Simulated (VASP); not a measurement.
Given:

```
AlY
1.0
    0.00000     2.97275     2.97275
    2.97275     0.00000     2.97275
    2.97275     2.97275     0.00000
Y Al
1 1
Direct
  0.00000   0.00000   0.00000
  0.50000   0.50000   0.50000
```

Calculation: PBEsol GGA, VASP's PBE PAW potentials (set 64) (plane waves; VASP). Settings: 400 eV cut-off, 12×12×12 Γ-centred mesh, tetrahedra with Blöchl corrections, potentials Y_sv Al.

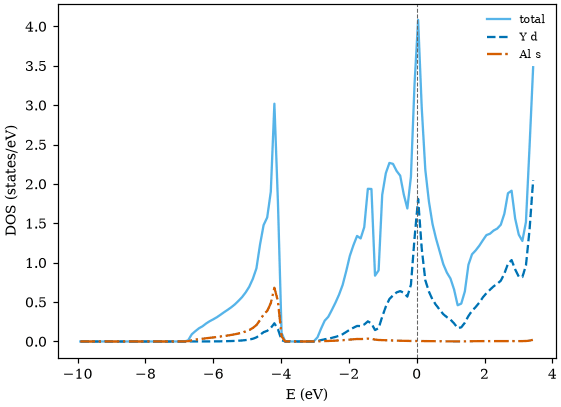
Figure. Total and projected density of states, zero at the Fermi level

Within 2 eV below the Fermi level the largest weight inside VASP's projection spheres is Y d, then Y p.

It has no gap at this level: it comes out as a metal or semimetal.

The structure was generated: YAl was put into the rock salt type (Fm-3m), which need not be its known phase. It was relaxed first, which changed the volume by -31 %.
